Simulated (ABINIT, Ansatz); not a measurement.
# MoS2 (P-6m2): phonons by linear response, part 2 of 4

How does MoS2 (P-6m2) vibrate, and is this structure a minimum?

ABINIT 10.8.3; DFT LDA, scalar-relativistic, plane waves, PseudoDojo norm-conserving pseudopotentials.

So far. Step 4 (Relaxing the cell and atoms): The volume changes by +0.0 % in this run and stands -3.1 % from the first cell.

### 7. Linear response at Γ

The derivative of the wavefunctions by k comes first, since the response to a field is built on it; then the field and the displacements that symmetry doesn't supply are solved at q = 0.

It reads the wavefunctions written in step 5.

Input file dfpt_gamma.abi:

```
ndtset 2

# common to the responses
getwfk_filepath "gso_WFK"
kptopt 2
nqpt 1
qpt 0.0 0.0 0.0
asr 0
chneut 0

# d/dk
rfelfd1 2
rfdir1 1 1 1
iscf1 -3
tolwfr1 1.0d-20

# displacements, field
rfphon2 1
rfatpol2 1 3
rfdir2 1 1 1
rfelfd2 3
getddk2 1
tolvrs2 1.0d-10
prtwf2 0

# basis, mesh and filling
ecut 36.0
ngkpt 9 9 1
nshiftk 1
shiftk 0.0 0.0 0.0
istwfk *1
occopt 1
nband 13
nstep 100
diemac 9.0
prtebands 0
prtgsr 0
useylm 1

# cell and atoms
acell 5.897171726 5.897171726 30.42459061
rprim 
    1.0 0.0 0.0
    -0.5 0.8660254038 0.0
    0.0 0.0 1.0
ntypat 2
znucl 42 16
natom 3
typat 1 2 2
xred 
    1/3 2/3 0.5
    2/3 1/3 0.5964652847
    2/3 1/3 0.4035347153
pp_dirpath "./pseudo"
pseudos "Mo.upf, S.upf"
```

On the command line:

```sh
OMP_NUM_THREADS=1 mpirun -n 8 abinit dfpt_gamma.abi > dfpt_gamma.log
```

Numbers of over 12 decimals in the logs are rounded to 6 here.

dfpt_gamma.abo, the main output file:

```text
[banners, grids, parts of the stress and lines that vanish by symmetry left out]
- input  file    -> dfpt_gamma.abi
- output file    -> dfpt_gamma.abo
- root for input  files -> dfpt_gammai
[...]
DATASET    1 : space group P-6 m 2 (#187); Bravais hP (primitive hexag.)
[...]
nfft =      184320          nkpt =          41
[...]
DATASET    2 : space group P-6 m 2 (#187); Bravais hP (primitive hexag.)
[...]
nfft =      184320          nkpt =          41
[...]
== DATASET  1 ==================================================================
[...]
cutoff_energies: {ecut:  36.0, pawecutdg:  -1.0, }
[...]
- 16.00000   6.00000  180309                  znucl, zion, pspdat
[...]
Perturbation : derivative vs k along direction   1
[...]
-ETOT  1  -36.421782715016     -3.642E+01 7.690E-01 0.000E+00
 ETOT  2  -37.530153954953     -1.108E+00 2.136E-01 0.000E+00
 ETOT  3  -37.645854432428     -1.157E-01 5.083E-02 0.000E+00
 ETOT  4  -37.664104870212     -1.825E-02 1.375E-02 0.000E+00
 ETOT  5  -37.667698161395     -3.593E-03 5.081E-03 0.000E+00
[...]
At SCF step   43   max residual=  9.97E-21 < tolwfr=  1.00E-20 =>converged.
[...]
Perturbation : derivative vs k along direction   2
[...]
-ETOT  1  -36.423139447532     -3.642E+01 7.690E-01 0.000E+00
[...]
At SCF step   43   max residual=  9.97E-21 < tolwfr=  1.00E-20 =>converged.
[...]
Perturbation : derivative vs k along direction   3
[...]
-ETOT  1  -1.046372     -1.046E+00 7.227E-03 0.000E+00
[...]
At SCF step   20   max residual=  9.84E-21 < tolwfr=  1.00E-20 =>converged.
[...]
1        1       2.3781716341    0.0000000000
     1        2      -0.8238228199   -0.0000000000
     1        3       0.0000000000    0.0000000000
     2        1      -0.8238228199   -0.0000000000
     2        2       1.4269029804    0.0000000000
     2        3       0.0000000000    0.0000000000
     3        1       0.0000000000    0.0000000000
     3        2       0.0000000000    0.0000000000
     3        3       1.1394893201   -0.0000000000
[...]
== DATASET  2 ==================================================================
[...]
cutoff_energies: {ecut:  36.0, pawecutdg:  -1.0, }
[...]
Perturbation : displacement of atom   1   along direction   1
[...]
-ETOT  1   11.702398936358     -2.496E+03 1.316E+01 1.684E+05
[...]
At SCF step   19       vres2   =  2.04E-11 < tolvrs=  1.00E-10 =>converged.
[...]
Perturbation : displacement of atom   1   along direction   3
[...]
-ETOT  1   400.86214786843     -7.813E+04 2.968E+02 9.010E+06
[...]
At SCF step   23       vres2   =  3.56E-12 < tolvrs=  1.00E-10 =>converged.
[...]
Perturbation : displacement of atom   2   along direction   1
[...]
-ETOT  1   4.312992     -2.250E+02 4.443E-01 2.284E+04
[...]
At SCF step   14       vres2   =  4.14E-11 < tolvrs=  1.00E-10 =>converged.
[...]
Perturbation : displacement of atom   2   along direction   3
[...]
-ETOT  1   198.72311296640     -8.370E+03 1.788E+01 1.629E+06
[...]
At SCF step   27       vres2   =  5.57E-11 < tolvrs=  1.00E-10 =>converged.
[...]
Perturbation : homogeneous electric field along direction   1
[...]
-ETOT  1  -533.23607325354     -5.332E+02 1.452E+02 4.466E+04
[...]
At SCF step   23       vres2   =  1.91E-11 < tolvrs=  1.00E-10 =>converged.
[...]
Perturbation : homogeneous electric field along direction   3
[...]
-ETOT  1   49.954038033224      4.995E+01 9.650E-02 2.352E+06
[...]
ETOT 20  -1.449914     -1.399E-14 1.257E-16 7.767E-10
 ETOT 21  -1.449914     -3.952E-14 5.422E-17 4.755E-11
 At SCF step   21       vres2   =  4.75E-11 < tolvrs=  1.00E-10 =>converged.
[...]
Dielectric tensor, in cartesian coordinates,
[...]
1    5   1    5         6.2561425646        -0.0000000000
   1    5   2    5        -0.0000000000        -0.0000000000
   1    5   3    5        -0.0000000000        -0.0000000000
   2    5   1    5        -0.0000000000        -0.0000000000
   2    5   2    5         6.2561425648        -0.0000000000
   2    5   3    5        -0.0000000000        -0.0000000000
   3    5   1    5        -0.0000000000        -0.0000000000
   3    5   2    5        -0.0000000000        -0.0000000000
   3    5   3    5         1.4662284956        -0.0000000000
  Effective charges, in cartesian coordinates,
[...]
1    1   1    5        -1.1797316663         0.0000000000
   2    1   1    5        -0.0000000000         0.0000000000
   3    1   1    5         0.0000000000         0.0000000000
   1    2   1    5         0.5880607491         0.0000000000
   2    2   1    5         0.0000000000         0.0000000000
[...]
Effective charges, in cartesian coordinates,
[...]
2    5   1    3         0.0000000000         0.0000000000
   3    5   1    3         0.0000000000         0.0000000000
   1    5   2    3         0.0000000000         0.0000000000
   2    5   2    3         0.5880611730         0.0000000000
   3    5   2    3         0.0000000000         0.0000000000
   1    5   3    3         0.0000000000         0.0000000000
   2    5   3    3         0.0000000000         0.0000000000
   3    5   3    3         0.0623487519         0.0000000000
  Phonon wavevector (reduced coordinates) :  0.00000  0.00000  0.00000
 Phonon energies in Hartree :
[...]
Phonon frequencies in cm-1    :
- -9.239204E-02  1.799200E-01  1.799211E-01  2.900374E+02  2.900374E+02
-  3.926806E+02  3.926806E+02  4.116993E+02  4.779696E+02
  Phonon at Gamma, with non-analyticity in the
[...]
Phonon energies in Hartree :
[...]
Phonon frequencies in cm-1    :
- -9.239204E-02  1.799200E-01  1.924192E-01  2.900374E+02  2.900374E+02
-  3.926806E+02  3.953324E+02  4.116993E+02  4.779696E+02
  Phonon at Gamma, with non-analyticity in the
[...]
Phonon energies in Hartree :
[...]
Phonon frequencies in cm-1    :
- -9.239204E-02  1.799211E-01  1.924182E-01  2.900374E+02  2.900374E+02
-  3.926806E+02  3.953324E+02  4.116993E+02  4.779696E+02
  Phonon at Gamma, with non-analyticity in the
[...]
Phonon energies in Hartree :
[...]
Phonon frequencies in cm-1    :
- -9.237349E-02  1.799200E-01  1.799211E-01  2.900374E+02  2.900374E+02
-  3.926806E+02  3.926806E+02  4.116993E+02  4.780742E+02
[...]
fcart2     0.0000000000E+00  0.0000000000E+00  0.0000000000E+00
           strten2     0.0000000000E+00  0.0000000000E+00  0.0000000000E+00
================================================================================
```

Run time: 5.6 min. Hardware: 8 MPI ranks of Arm Neoverse V1, shared host.

Numbers from this step:

```
miss of the charge sum rule                                       : 0.003610 e
largest acoustic frequency at the zone centre before the sum rule : 0.18 cm⁻¹
highest optical zone-centre mode (no LO-TO term)                  : 478.0 cm⁻¹
lowest optical zone-centre mode                                   : 290.0 cm⁻¹
```

Born charge (rows field, columns displacement), before the sum rule (e), principal values of the symmetric part by kind of site:

```tsv
atom	atoms with these values	low	middle	high	mean
Mo1	1	-1.18	-1.18	-0.12	-0.83
S2	2	0.06	0.59	0.59	0.41
```

In full for S2:

```
0.59 0.00 0.00
0.00 0.59 0.00
0.00 0.00 0.06
```

High-frequency dielectric tensor:

```
6.26 0.00 0.00
0.00 6.26 0.00
0.00 0.00 1.47
```

The cell holds one sheet and vacuum: ε∞ is an average over the 16.1 Å of the cell, and it and the Born charges along c change with that height.

The acoustic modes at Γ come out as far as 0.2 cm⁻¹ from zero, where they should vanish, a small numerical error; the Born charges miss their sum rule by 0.0036 e, which is good.

### 8. Zone-centre analysis

anaddb reads the merged derivatives and imposes the acoustic sum rule.

Input file anaddb.abi:

```
ddb_filepath "gamma_DDB"
output_file "anaddb.abo"
outdata_prefix "anaddb"
asr 1
chneut 1
enunit 2
eivec 1
nph1l 1
qph1l 0.0 0.0 0.0 1.0
dieflag 1
```

Input file mrgddb.in:

```
gamma_DDB
merged
2
dfpt_gammao_DS2_DDB
gso_DDB
```

On the command line:

```sh
mrgddb < mrgddb.in > mrgddb.log
OMP_NUM_THREADS=1 anaddb anaddb.abi > anaddb.log
```

anaddb.abo, the main output file:

```text
-outvars_anaddb: echo values of input variables ----------------------

 Flags :
     dieflag         1
 Miscellaneous information :
      enunit         2
       eivec         1
         asr         1
 Frequency information :
       nfreq         1
       frmin         0.00000000E+00
       frmax         1.00000000E+01
 First list of wavevector (reduced coord.) :
       nph1l         1
       qph1l
                     0.00000000E+00  0.00000000E+00  0.00000000E+00    1.000E+00

================================================================================

 read the DDB information and perform some checks

  ==== Info on the Cryst% object ====
 Real(R)+Recip(G) space primitive vectors, cartesian coordinates (Bohr,Bohr^-1):
 R(1)=  5.8971717  0.0000000  0.0000000  G(1)=  0.1695728  0.0979029  0.0000000
 R(2)= -2.9485859  5.1071005  0.0000000  G(2)=  0.0000000  0.1958058  0.0000000
 R(3)=  0.0000000  0.0000000 30.4245906  G(3)=  0.0000000  0.0000000  0.0328681
 Unit cell volume ucvol=  9.1631105E+02 bohr^3
 Angles (23,13,12)=  9.00000000E+01  9.00000000E+01  1.20000000E+02 degrees
 Time-reversal symmetry is present
 Reduced atomic positions [iatom, xred, symbol]:
    1)    0.3333333  0.6666667  0.5000000  Mo
    2)    0.6666667  0.3333333  0.5964653   S
    3)    0.6666667  0.3333333  0.4035347   S

 DDB file with 3 blocks has been read.

================================================================================

 Dielectric Tensor and Effective Charges

 anaddb : Zero the imaginary part of the Dynamical Matrix at Gamma,
   and impose the ASR on the effective charges

 The violation of the charge neutrality conditions
 by the effective charges is as follows :
    atom        electric field
 displacement     direction
       1               1       -0.003610        0.000000
       1               2        0.000000        0.000000
       1               3        0.000000        0.000000
       2               1       -0.000000        0.000000
       2               2       -0.003610        0.000000
       2               3        0.000000        0.000000
       3               1        0.000000        0.000000
       3               2        0.000000        0.000000
       3               3        0.000047        0.000000

 Effective charge tensors after
 imposition of the charge neutrality (if requested by user),
 and eventual restriction to some part :
   atom    displacement
         1         1   -1.178528E+00    0.000000E+00    0.000000E+00
         1         2   -8.973576E-17   -1.178528E+00    0.000000E+00
         1         3    0.000000E+00    0.000000E+00   -1.246662E-01
         2         1    5.892641E-01    0.000000E+00    0.000000E+00
         2         2    4.486788E-17    5.892641E-01    0.000000E+00
         2         3    0.000000E+00    0.000000E+00    6.233310E-02
         3         1    5.892641E-01    0.000000E+00    0.000000E+00
         3         2    4.486788E-17    5.892641E-01    0.000000E+00
         3         3    0.000000E+00    0.000000E+00    6.233310E-02
 Now, the imaginary part of the dynamical matrix is zeroed

================================================================================

 Treat the first list of vectors

  Phonon wavevector (reduced coordinates) :  0.00000  0.00000  0.00000
 Phonon energies in Hartree :
   0.000000E+00  0.000000E+00  0.000000E+00  1.321507E-03  1.321507E-03
   1.789184E-03  1.789184E-03  1.875840E-03  2.177790E-03
 Phonon energies in meV     :
-  0.000000E+00  0.000000E+00  0.000000E+00  3.596005E+01  3.596005E+01
-  4.868618E+01  4.868618E+01  5.104421E+01  5.926068E+01
 Phonon frequencies in cm-1    :
-  0.000000E+00  0.000000E+00  0.000000E+00  2.900374E+02  2.900374E+02
-  3.926805E+02  3.926805E+02  4.116993E+02  4.779696E+02
 Phonon frequencies in Thz     :
-  0.000000E+00  0.000000E+00  0.000000E+00  8.695101E+00  8.695101E+00
-  1.177227E+01  1.177227E+01  1.234243E+01  1.432917E+01
 Phonon energies in Kelvin  :
-  0.000000E+00  0.000000E+00  0.000000E+00  4.172990E+02  4.172990E+02
-  5.649797E+02  5.649797E+02  5.923434E+02  6.876916E+02

 Eigendisplacements
 (will be given, for each mode : in cartesian coordinates
   for each atom the real part of the displacement vector,
   then the imaginary part of the displacement vector - absolute values smaller than 1.0d-7 are set to zero)
  Mode number    1   Energy    0.000000E+00
 Attention : low frequency mode.
   (Could be unstable or acoustic mode)
-  1  0.00000000E+00  0.00000000E+00  1.85123803E-03
-     0.00000000E+00  0.00000000E+00  0.00000000E+00
-  2  0.00000000E+00  0.00000000E+00  1.85123803E-03
-     0.00000000E+00  0.00000000E+00  0.00000000E+00
-  3  0.00000000E+00  0.00000000E+00  1.85123803E-03
-     0.00000000E+00  0.00000000E+00  0.00000000E+00
  Mode number    2   Energy    0.000000E+00
 Attention : low frequency mode.
   (Could be unstable or acoustic mode)
-  1  0.00000000E+00 -1.85123804E-03  0.00000000E+00
-     0.00000000E+00  0.00000000E+00  0.00000000E+00
-  2  0.00000000E+00 -1.85123801E-03  0.00000000E+00
-     0.00000000E+00  0.00000000E+00  0.00000000E+00
-  3  0.00000000E+00 -1.85123801E-03  0.00000000E+00
-     0.00000000E+00  0.00000000E+00  0.00000000E+00
  Mode number    3   Energy    0.000000E+00
 Attention : low frequency mode.
   (Could be unstable or acoustic mode)
-  1  1.85123804E-03  0.00000000E+00  0.00000000E+00
-     0.00000000E+00  0.00000000E+00  0.00000000E+00
-  2  1.85123801E-03  0.00000000E+00  0.00000000E+00
-     0.00000000E+00  0.00000000E+00  0.00000000E+00
-  3  1.85123801E-03  0.00000000E+00  0.00000000E+00
-     0.00000000E+00  0.00000000E+00  0.00000000E+00
  Mode number    4   Energy    1.321507E-03
-  1  0.00000000E+00  0.00000000E+00  0.00000000E+00
-     0.00000000E+00  0.00000000E+00  0.00000000E+00
-  2  0.00000000E+00 -2.92470830E-03  0.00000000E+00
-     0.00000000E+00  0.00000000E+00  0.00000000E+00
-  3  0.00000000E+00  2.92470830E-03  0.00000000E+00
-     0.00000000E+00  0.00000000E+00  0.00000000E+00
  Mode number    5   Energy    1.321507E-03
-  1  0.00000000E+00  0.00000000E+00  0.00000000E+00
-     0.00000000E+00  0.00000000E+00  0.00000000E+00
-  2  2.92470830E-03  0.00000000E+00  0.00000000E+00
-     0.00000000E+00  0.00000000E+00  0.00000000E+00
-  3 -2.92470830E-03  0.00000000E+00  0.00000000E+00
-     0.00000000E+00  0.00000000E+00  0.00000000E+00
  Mode number    6   Energy    1.789184E-03
-  1  0.00000000E+00  1.51356053E-03  0.00000000E+00
-     0.00000000E+00  0.00000000E+00  0.00000000E+00
-  2  0.00000000E+00 -2.26425185E-03  0.00000000E+00
-     0.00000000E+00  0.00000000E+00  0.00000000E+00
-  3  0.00000000E+00 -2.26425185E-03  0.00000000E+00
-     0.00000000E+00  0.00000000E+00  0.00000000E+00
  Mode number    7   Energy    1.789184E-03
-  1  1.51356053E-03  0.00000000E+00  0.00000000E+00
-     0.00000000E+00  0.00000000E+00  0.00000000E+00
-  2 -2.26425185E-03  0.00000000E+00  0.00000000E+00
-     0.00000000E+00  0.00000000E+00  0.00000000E+00
-  3 -2.26425185E-03  0.00000000E+00  0.00000000E+00
-     0.00000000E+00  0.00000000E+00  0.00000000E+00
  Mode number    8   Energy    1.875840E-03
;  1  0.00000000E+00  0.00000000E+00  0.00000000E+00
;     0.00000000E+00  0.00000000E+00  0.00000000E+00
;  2  0.00000000E+00  0.00000000E+00  2.92470830E-03
;     0.00000000E+00  0.00000000E+00  0.00000000E+00
;  3  0.00000000E+00  0.00000000E+00 -2.92470830E-03
;     0.00000000E+00  0.00000000E+00  0.00000000E+00
  Mode number    9   Energy    2.177790E-03
;  1  0.00000000E+00  0.00000000E+00  1.51356055E-03
;     0.00000000E+00  0.00000000E+00  0.00000000E+00
;  2  0.00000000E+00  0.00000000E+00 -2.26425183E-03
;     0.00000000E+00  0.00000000E+00  0.00000000E+00
;  3  0.00000000E+00  0.00000000E+00 -2.26425183E-03
;     0.00000000E+00  0.00000000E+00  0.00000000E+00

 Analysis of degeneracies and characters (maximum tolerance=1.00E-06 a.u.)
 For each vibration mode, or group of modes if degenerate,
 the characters are given for each symmetry operation (see the list in the log file).
 Symmetry characters of vibration mode #   1
       degenerate with vibration modes #   2 to    3
  3.0 -1.0 -2.0  1.0  0.0 -1.0  1.0  1.0  0.0 -1.0 -2.0  1.0
 Symmetry characters of vibration mode #   4
        degenerate with vibration mode #   5
  2.0  0.0  1.0  0.0 -1.0  0.0 -2.0 -0.0 -1.0 -0.0  1.0 -0.0
 Symmetry characters of vibration mode #   6
        degenerate with vibration mode #   7
  2.0  0.0 -1.0  0.0 -1.0 -0.0  2.0  0.0 -1.0  0.0 -1.0 -0.0
 Symmetry characters of vibration mode #   8
  1.0  1.0  1.0  1.0  1.0  1.0  1.0  1.0  1.0  1.0  1.0  1.0
 Symmetry characters of vibration mode #   9
  1.0 -1.0 -1.0  1.0  1.0 -1.0 -1.0  1.0  1.0 -1.0 -1.0  1.0

================================================================================

 Mode effective charges
 Mode number.    x            y            z            length
-     1         -0.000000     0.000000     0.000000     0.000000
-     2         -0.000000     0.000000    -0.000000     0.000000
-     3         -0.000000    -0.000000    -0.000000     0.000000
-     4          0.000000    -0.000000     0.000000     0.000000
-     5          0.000000    -0.000000    -0.000000     0.000000
-     6         -0.000011    -1.257051    -0.000000     1.257051
-     7         -1.257051     0.000011    -0.000000     1.257051
;     8         -0.000000    -0.000000     0.000000     0.000000
;     9          0.000000     0.000000    -0.132972     0.132972

 Oscillator strengths (in a.u. ; 1 a.u.=253.2638413 m3/s2). Set to zero if abs()<tol14.
 Mode number.       xx          yy          zz          xy          xz          yz          trace
-   1     Real    0.0000E+00  0.0000E+00  0.0000E+00  0.0000E+00  0.0000E+00  0.0000E+00  0.0000E+00
-         Imag    0.0000E+00  0.0000E+00  0.0000E+00  0.0000E+00  0.0000E+00  0.0000E+00
-   2     Real    0.0000E+00  0.0000E+00  0.0000E+00  0.0000E+00  0.0000E+00  0.0000E+00  0.0000E+00
-         Imag    0.0000E+00  0.0000E+00  0.0000E+00  0.0000E+00  0.0000E+00  0.0000E+00
-   3     Real    0.0000E+00  0.0000E+00  0.0000E+00  0.0000E+00  0.0000E+00  0.0000E+00  0.0000E+00
-         Imag    0.0000E+00  0.0000E+00  0.0000E+00  0.0000E+00  0.0000E+00  0.0000E+00
-   4     Real    0.0000E+00  0.0000E+00  0.0000E+00  0.0000E+00  0.0000E+00  0.0000E+00  0.0000E+00
-         Imag    0.0000E+00  0.0000E+00  0.0000E+00  0.0000E+00  0.0000E+00  0.0000E+00
-   5     Real    0.0000E+00  0.0000E+00  0.0000E+00  0.0000E+00  0.0000E+00  0.0000E+00  0.0000E+00
-         Imag    0.0000E+00  0.0000E+00  0.0000E+00  0.0000E+00  0.0000E+00  0.0000E+00
-   6     Real    0.0000E+00  1.9823E-05  0.0000E+00  1.7314E-10  0.0000E+00  0.0000E+00  1.9823E-05
-         Imag    0.0000E+00  0.0000E+00  0.0000E+00  0.0000E+00  0.0000E+00  0.0000E+00
-   7     Real    1.9823E-05  0.0000E+00  0.0000E+00 -1.7314E-10  0.0000E+00  0.0000E+00  1.9823E-05
-         Imag    0.0000E+00  0.0000E+00  0.0000E+00  0.0000E+00  0.0000E+00  0.0000E+00
;   8     Real    0.0000E+00  0.0000E+00  0.0000E+00  0.0000E+00  0.0000E+00  0.0000E+00  0.0000E+00
;         Imag    0.0000E+00  0.0000E+00  0.0000E+00  0.0000E+00  0.0000E+00  0.0000E+00
;   9     Real    0.0000E+00  0.0000E+00  2.2181E-07  0.0000E+00  0.0000E+00  0.0000E+00  2.2181E-07
;         Imag    0.0000E+00  0.0000E+00  0.0000E+00  0.0000E+00  0.0000E+00  0.0000E+00

 Electronic dielectric tensor
      6.25614256     -0.00000000     -0.00000000
     -0.00000000      6.25614256     -0.00000000
     -0.00000000     -0.00000000      1.46622850

 Relaxed ion dielectric tensor
      6.34106406      0.00000000      0.00000000
      0.00000000      6.34106406      0.00000000
      0.00000000      0.00000000      1.46686987

 Frequency dependent dielectric constant:

 Full dielectric tensor at frequency  0.0000E+00 Hartree
      6.34106406      0.00000000      0.00000000
      0.00000000      6.34106406      0.00000000
      0.00000000      0.00000000      1.46686987

-
```

The job ended after 0.51 s (1 thread).

Read from the output:

- miss of the charge sum rule: 0.00361 e

No LO-TO term; unit eigenvectors of the mass-weighted matrix, from anaddb's displacements. The modes at Γ (shares of kinetic energy by element, %):

```tsv
mode	frequency (cm⁻¹)	Mo %	S %
1	0.0	60	40
2	0.0	60	40
3	0.0	60	40
4	290.0	0	100
5	290.0	0	100
6	392.7	40	60
7	392.7	40	60
8	411.7	0	100
9	478.0	40	60
```

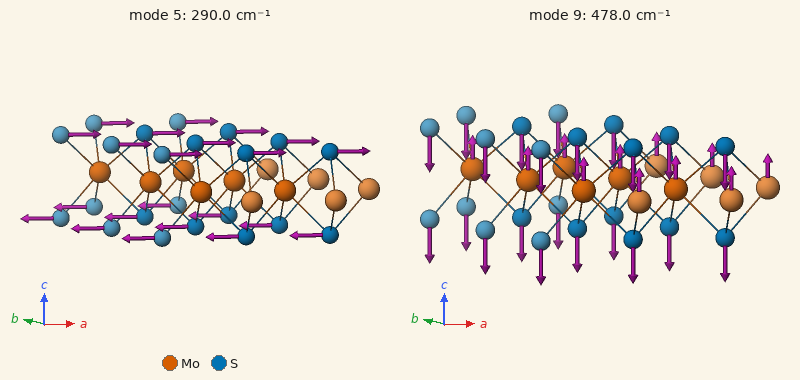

Displacement patterns of modes 5 and 9 at Γ; arrows are exaggerated. 2×3×1 cells are drawn. Some periodic images of atoms are drawn too.

The cell holds one sheet and vacuum: ε∞ is an average over the 16.1 Å of the cell, and it and the Born charges along c change with that height.

The rule moves no optical mode by more than 0.1 cm⁻¹.

(Continued in part 3 of 4.)

[Host names and launcher messages were left out of these logs when they were recorded.]

[Logs are printed without paths, hosts, clocks, repeated set-up lines and the standing remarks that a program may print on its own settings, such as how far it seeks lower states.]

[Hosts, paths, dates, database ids (printed as entryN), source tags and the programs' standing remarks are cut or masked in the printed files.]
